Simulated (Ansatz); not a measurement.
# AlS (quartet): SPW92, PBE over a scan of the distance Al1–S2, 6-31G

Aim: run AlS (quartet) with these functionals over a scan of the distance Al1–S2, and hold them against the top wave-function level at the same points.

Method: 6-31G, all electrons in the functionals; program: Ansatz 0.2.0, Gaussian basis.

The runs, in order: SPW92, PBE, at 1.788 Å; 2.012 Å; 2.241 Å; 2.432 Å; 2.771 Å; 3.112 Å; 3.552 Å; 4.130 Å; 5.003 Å; 5.994 Å; 7.773 Å.

23 further runs of the same task are left out: 16 that didn't finish, 7 set aside as unsound or not needed. Runs told in other sessions of the task aren't counted.

### 1 The geometry

The geometry derives from a PBE0/def2-TZVP stationary point (not a proven minimum). One bond is set to the value named and the two fragments are kept rigid.

2 atoms, charge 0, spin multiplicity 4.

Atoms are counted from 1 here; the program's logs count them from 0.

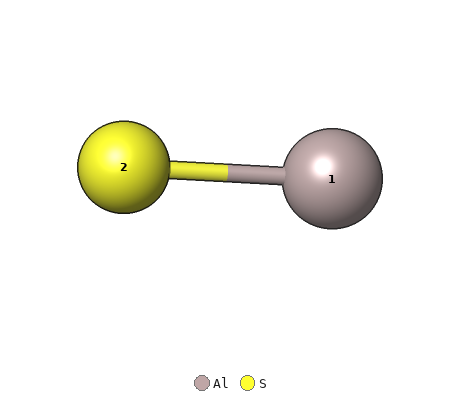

The geometry (aluminium light grey, sulfur yellow); atoms are numbered from 1 in the order of the file.

No dispersion term is added.

The geometry shown and the zero of energy belong to the point 2.241 Å. The yardstick, FCI, and other wave-function levels (R restricted, U unrestricted, valence and pair active spaces) come from earlier runs.

### 2 SPW92, 1.788 Å

Contents of in.yaml:

```yaml
crystal:
  periodic: [false, false, false]
  atoms:
    - {symbol: Al, position_ang: [0.000000, 0.000000, 0.000000]}
    - {symbol: S, position_ang: [0.000000, 0.000000, 1.788000]}
basis:
  gaussian: {orbitals: 6-31G}
magnetization: {spin_polarized: true, initial_magnetization: 3}
hamiltonian: {xc: {name: SPW92}}
```

On the command line:

```sh
> ansatz run in.yaml --threads 1 --pin off --events-out ev --progress --plain --max-ram 2393MiB
```

After this run come: SPW92, 2.012 Å; SPW92, 2.241 Å; SPW92, 2.432 Å; SPW92, 2.771 Å; SPW92, 3.112 Å; SPW92, 3.552 Å; SPW92, 4.130 Å; SPW92, 5.003 Å; SPW92, 5.994 Å; SPW92, 7.773 Å; PBE, 1.788 Å; PBE, 2.012 Å; PBE, 2.241 Å; PBE, 2.432 Å; PBE, 2.771 Å; PBE, 3.112 Å; PBE, 3.552 Å; PBE, 4.130 Å; PBE, 5.003 Å; PBE, 5.994 Å; PBE, 7.773 Å.

Before running them: what should the planned runs give, taken together? Wanted: span of the FCI curve; largest miss, SPW92; largest miss, PBE; largest miss, RCCSD(T); largest miss, UCCSD(T).

**Answer**, as computed:

| quantity | value |
| --- | --- |
| span of the FCI curve | 329.1 kJ/mol |
| largest miss, SPW92 | +81.0 kJ/mol (7.773 Å) |
| largest miss, PBE | +49.1 kJ/mol (5.994 Å) |
| largest miss, RCCSD(T) | -12.1 kJ/mol (7.773 Å) |
| largest miss, UCCSD(T) | -12.2 kJ/mol (7.773 Å) |

What this shows: Of the functionals, PBE keep the smallest largest miss at the points compared (at most 49.1 kJ/mol) and SPW92 strays most (81.0 kJ/mol, at 7.773 Å). Functionals and the yardstick converge differently with the basis, so part of each miss in 6-31G is the basis.
